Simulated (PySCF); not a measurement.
**C₂H₈F₂Ge₂: spin-spin couplings**

Aim: predict the spin-spin couplings of C₂H₈F₂Ge₂ (`F[CH2][GeH]([GeH3])[CH2]F`).

Computed with PySCF 2.14.0, with density-fitted response routines of our own, on a single molecule in the gas phase. Atoms are numbered from 0 throughout.

### 1 The molecule as given

14 atoms, charge 0, multiplicity 1; geometry from: GFN2-xTB.

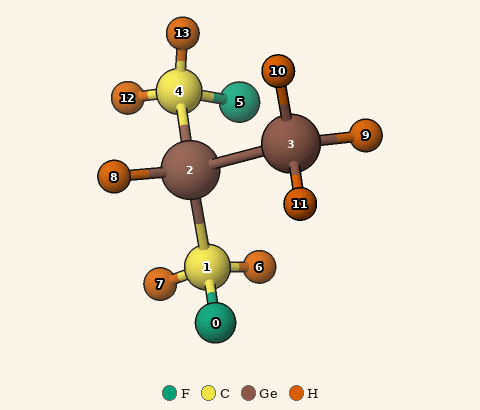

The starting geometry (fluorine teal, carbon yellow, germanium brown, hydrogen orange), atoms numbered.

### 2 Indirect couplings: B3LYP/pcSseg-1+pcJ-1

The job: settings as JSON, then the geometry in Å.

```
{"job": {"kind": "j", "xc": "B3LYP", "basis": "pcJ-1"}, "charge": 0, "multiplicity": 1}
F      0.555337    -2.562375     0.757650
C     -0.476304    -1.840151     0.187258
Ge    -0.125852     0.083106     0.582809
Ge     2.027646     0.765541    -0.216792
C     -1.639714     1.087123    -0.261867
F     -1.737350     0.603105    -1.553749
H     -0.463670    -2.058178    -0.883050
H     -1.405633    -2.215531     0.620679
H     -0.267347     0.256152     2.086959
H      2.157795     0.625529    -1.701575
H      2.307688     2.206992     0.090617
H      3.143379    -0.020326     0.390831
H     -2.603854     0.905992     0.216649
H     -1.472799     2.162548    -0.338583
```

With the program's defaults for keys left out, this is: B3LYP/pcJ-1 Ge:pcSseg-1 indirect spin-spin coupling, non-relativistic, gas phase.

Run with:

```bash
$ OMP_NUM_THREADS=1 python probes_run.py task.json out
```

The driver reads the jobs from task.json and runs them one after another.

The log of the run:

```text
coarse grid: 55568 points
cycle   1  E = -4434.2295256439  dE = -1.001e+00  |g| = 1.389e+00  |ddm| = 3.182e+00
cycle   2  E = -4434.1060301584  dE =  1.235e-01  |g| = 1.615e+00  |ddm| = 1.507e+00
cycle   3  E = -4434.3620842866  dE = -2.561e-01  |g| = 2.350e-01  |ddm| = 1.061e+00
cycle   4  E = -4434.3691887881  dE = -7.105e-03  |g| = 8.668e-02  |ddm| = 1.586e-01
cycle   5  E = -4434.3700279041  dE = -8.391e-04  |g| = 1.138e-02  |ddm| = 5.100e-02
cycle   6  E = -4434.3700560705  dE = -2.817e-05  |g| = 3.062e-03  |ddm| = 1.410e-02
cycle   7  E = -4434.3700584291  dE = -2.359e-06  |g| = 7.592e-04  |ddm| = 2.963e-03
final grid: 114680 points
cycle   8  E = -4434.3700173823  dE =  4.043e-09  |g| = 9.499e-04  |ddm| = 1.816e-03
cycle   9  E = -4434.3700172659  dE =  1.164e-07  |g| = 1.270e-03  |ddm| = 1.492e-03
cycle  10  E = -4434.3700175391  dE = -2.732e-07  |g| = 1.107e-04  |ddm| = 8.232e-04
cycle  11  E = -4434.3700175409  dE = -1.817e-09  |g| = 1.653e-05  |ddm| = 7.735e-05
cycle  12  E = -4434.3700175409  dE = -4.093e-11  |g| = 3.026e-06  |ddm| = 1.326e-05
converged SCF energy = -4434.3700175409

Indirect spin-spin couplings (Hz)
  i      j    bonds     total        FC       PSO       DSO        SD
  0 F    1 C    1   -228.826  -292.096    38.023     1.009    24.238
  0 F    4 C    3     12.595    13.054    -0.020    -0.426    -0.013
  0 F    5 F    4     -1.886    -1.174     0.336    -0.849    -0.199
  0 F    6 H    2     53.517    42.825    13.914    -0.365    -2.857
  0 F    7 H    2     54.003    42.724    14.543    -0.477    -2.787
  0 F    8 H    3      1.406     1.149     0.737    -0.189    -0.291
  0 F    9 H    4      0.263     0.419     0.461    -0.537    -0.080
  0 F   10 H    4      0.235     1.742     0.672    -2.126    -0.053
  0 F   11 H    4      0.566     0.272    -0.718     0.951     0.061
  0 F   12 H    4     -1.352    -0.998     0.963    -1.174    -0.144
  0 F   13 H    4      2.334     2.788     1.081    -1.820     0.284
  1 C    4 C    2      3.498     3.555    -0.053    -0.004         -
  1 C    5 F    3      3.772     4.003    -0.493     0.221     0.041
  1 C    6 H    1    157.325   156.255    -0.330     1.399         -
  1 C    7 H    1    157.405   156.363    -0.320     1.362         -
  1 C    8 H    2      3.220     3.623    -0.065    -0.339         -
  1 C    9 H    3     -0.574    -0.459    -0.035    -0.080         -
  1 C   10 H    3      6.981     7.534     0.156    -0.709         -
  1 C   11 H    3     -0.661    -0.565     0.038    -0.133         -
  1 C   12 H    3     -0.201    -0.235    -0.015     0.049         -
  1 C   13 H    3      5.577     5.808     0.255    -0.486         -
  4 C    5 F    1   -225.147  -289.815    39.113     1.000    24.555
  4 C    6 H    3     -0.476    -0.465     0.004    -0.015         -
  4 C    7 H    3     -0.271    -0.233    -0.084     0.046         -
  4 C    8 H    2     13.069    13.425    -0.055    -0.301         -
  4 C    9 H    3     -0.697    -0.595     0.005    -0.107         -
  4 C   10 H    3     -0.531    -0.407    -0.043    -0.080         -
  4 C   11 H    3      7.648     8.200     0.149    -0.701         -
  4 C   12 H    1    157.288   156.254    -0.293     1.327         -
  4 C   13 H    1    155.570   154.513    -0.282     1.339         -
  5 F    6 H    4      0.219     0.146    -1.376     1.391     0.058
  5 F    7 H    4      0.624     0.329     0.268     0.154    -0.126
  5 F    8 H    3     34.358    36.743     0.629    -2.903    -0.112
  5 F   11 H    4     -1.286     0.081     0.673    -1.986    -0.053
  5 F   12 H    2     54.006    42.889    14.407    -0.482    -2.808
  5 F   13 H    2     53.659    42.365    14.518    -0.435    -2.788
  6 H    7 H    2    -10.417   -11.408     2.235    -1.244         -
  6 H    8 H    3      7.241     9.162     1.553    -3.475         -
  6 H    9 H    4      0.356    -0.027    -0.492     0.876         -
  6 H   10 H    4     -2.236    -0.560     0.698    -2.375         -
  6 H   11 H    4     -0.229     0.151     0.258    -0.638         -
  6 H   13 H    4     -0.625    -0.224     1.056    -1.458         -
  7 H    8 H    3      1.061     1.127    -0.003    -0.063         -
  7 H    9 H    4     -0.898    -0.302     0.829    -1.425         -
  7 H   10 H    4      1.141     2.538     0.913    -2.310         -
  7 H   11 H    4     -0.619    -0.077     0.885    -1.427         -
  7 H   12 H    4      0.234    -0.058    -0.651     0.944         -
  7 H   13 H    4     -0.854    -0.398     1.080    -1.536         -
  8 H    9 H    3     13.970    16.946     1.056    -4.032         -
  8 H   10 H    3     -1.895    -1.230     0.177    -0.843         -
  8 H   11 H    3     -2.016    -1.289     0.198    -0.925         -
  8 H   12 H    3     -0.077    -0.113    -0.092     0.128         -
  8 H   13 H    3     -1.181    -0.627     0.442    -0.996         -
  9 H   10 H    2     -0.115     2.625     1.089    -3.829         -
  9 H   11 H    2      0.483     3.361     1.117    -3.996         -
  9 H   12 H    4     -0.745    -0.140     0.901    -1.506         -
 10 H   11 H    2     -0.097     2.712     1.128    -3.938         -
 10 H   12 H    4     -0.862    -0.336     0.695    -1.221         -
 10 H   13 H    4      0.338    -0.052    -0.508     0.897         -
 11 H   12 H    4      1.565     2.956     0.889    -2.279         -
 11 H   13 H    4     -2.199    -0.461     0.675    -2.413         -
 12 H   13 H    2    -10.536   -11.484     2.361    -1.413         -
```

Wall time 3.3 min (1 thread of Arm Neoverse N1, shared host); peak memory 1.2 GiB.

A choice of the couplings up to four bonds, sorted by the number of bonds, with means over like pairs; isotopes 13C, 19F, 1H:

```csv
pair,bonds,J (Hz),Fermi contact (Hz)
F0–C1,1,-227.0,-291.0
C1–H6,1,157.3,156.3
C1–H7,1,156.5,155.4
F0–H7,2,53.8,42.5
F0–H6,2,53.8,42.9
H6–H7,2,-10.5,-11.4
C1–H8,2,8.1,8.5
C1–C4,2,3.5,3.6
F0–H8,3,17.9,18.9
F0–C4,3,8.2,8.5
H6–H8,3,3.6,4.5
H8–H9,3,3.4,4.8
C1–H13,3,2.7,2.8
C1–H9,3,2.0,2.3
F0–F5,4,-1.9,-1.2
F0–H13,4,1.5,1.6
```

The spin-dipole term was solved for some atoms only; pairs without it lack that part.

The response was solved for the nuclei of C, F, H alone, so couplings that need other nuclei can be missing.

Quadrupole couplings from the field gradients of the same density:

```csv
atom,isotope,eQq/h (MHz),η
Ge3,73Ge,-15.1,0.32
Ge2,73Ge,12.4,0.71
```

### 3 Summary of results

| quantity | value |
| --- | --- |
| largest coupling of the table (B3LYP/pcSseg-1+pcJ-1) | 1J(F,C) F0–C1, -227.0 Hz |

**Reading.** In the run at B3LYP/pcSseg-1+pcJ-1, the largest coupling of the table is F0–C1 (mean over like pairs), -227.0 Hz, of which the Fermi-contact term gives -291.0 Hz. Couplings across rotatable bonds belong to this one conformer; where others are populated, the observed values are averages. Density functionals describe couplings to fluorine poorly, F–F couplings above all, so those rows are rough. Spin-orbit coupling is left out, which matters for shieldings and couplings at and beside the heavy atoms.
